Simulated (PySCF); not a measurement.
# C2H12N2OSi2 (SMILES CC[Si](N)(N)O[SiH3]): what the fields show

Input

```
{"job": {"kind": "nmr", "xc": "PBE0", "basis": "pcSseg-1"}, "charge": 0, "multiplicity": 1}
C      2.252356     0.257149     0.259327
C      1.096144    -0.482499     0.923635
Si    -0.403755    -0.709789    -0.213206
N     -1.652778    -1.534848     0.643653
N      0.101397    -1.541952    -1.645108
O     -1.049250     0.743565    -0.604261
Si    -1.519452     2.253799    -0.285699
H      1.916539     1.214615    -0.132981
H      2.657610    -0.325070    -0.565514
H      3.057618     0.440989     0.969830
H      0.783761     0.072896     1.808370
H      1.450282    -1.451506     1.273089
H     -2.591189    -1.453549     0.288554
H     -1.479109    -2.479887     0.940222
H      0.916473    -1.202129    -2.129324
H     -0.604402    -1.790036    -2.320616
H     -0.366063     3.019291     0.193844
H     -1.995632     2.743111    -1.579698
H     -2.580355     2.235101     0.721497
```

Command:

```sh
OMP_NUM_THREADS=1 python probes_run.py task.json out
```

Geometry: GFN2-xTB.

Computed with PBE0/pcSseg-1, SCF density, gas phase, non-relativistic in PySCF 2.14.0.

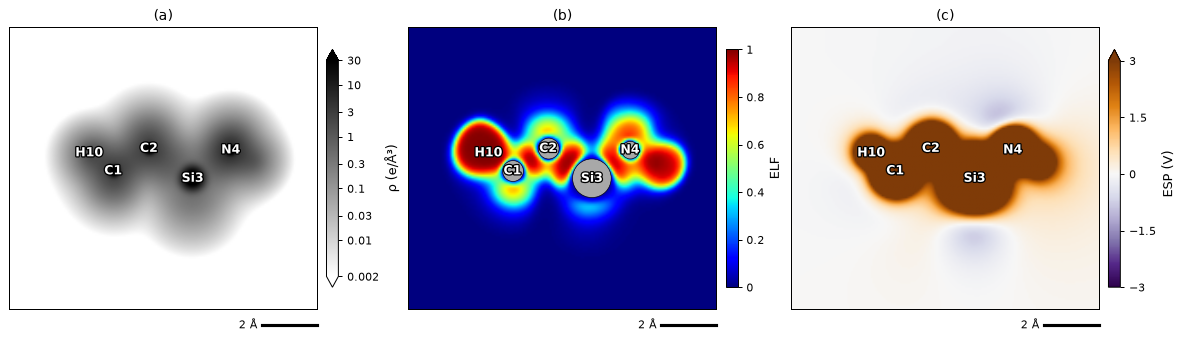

Figure 1. (a) total electron density; (b) ELF; (c) electrostatic potential on the plane of atoms C1, C2 and Si3. Grey discs cover the atomic cores in the ELF map.

Describe what can be read from this map.

Atoms in the plane: C, Si, N and H.
C–C (1.52 Å): the density is about 1.6 e/Å³ at the midpoint; the ELF peaks at about 0.95 between the atoms; a shared electron pair.
Si–N (1.72 Å): the density is about 1.1 e/Å³ at the midpoint; the ELF peaks at about 0.90 between the atoms: a shared but strongly polarised pair.
C–Si (1.90 Å): the density is about 0.97 e/Å³ at the midpoint; the ELF peaks at about 0.95 between the atoms: a covalent bond.
C–H (1.09 Å): ρ is about 2 e/Å³ halfway; the ELF climbs to about 1 towards the hydrogen, as it does in any bond to H; a covalent bond by its length.
Outside the dense part of the molecule the potential is most negative (−0.9 V) near N4.

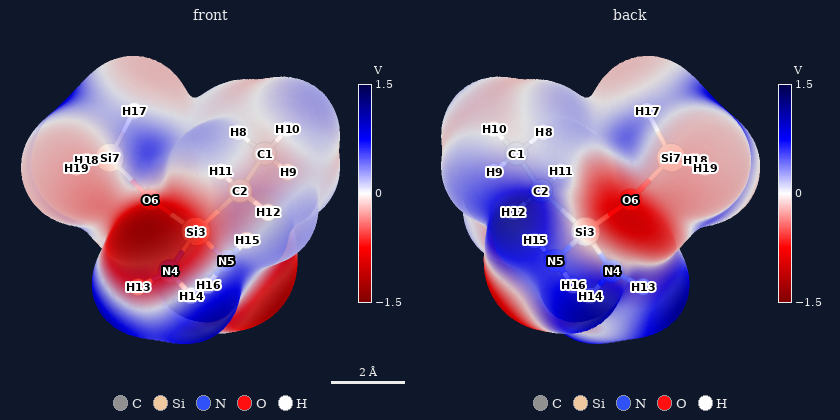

Figure 2. The molecular electrostatic potential painted on the density surface at 0.001 e/bohr³, seen from the front and from behind; red is negative and blue positive.

Describe the electrostatic potential map.

The most negative region (about −1.3 V, or −30 kcal/mol for a unit charge) lies over N4, the most positive (about +1.1 V, or +25 kcal/mol for a unit charge) over H13, H14, H15 and H16. N4 is the likeliest acceptor of a hydrogen bond.

What dipole moment does the calculation give?

Its dipole moment is 1.02 D.
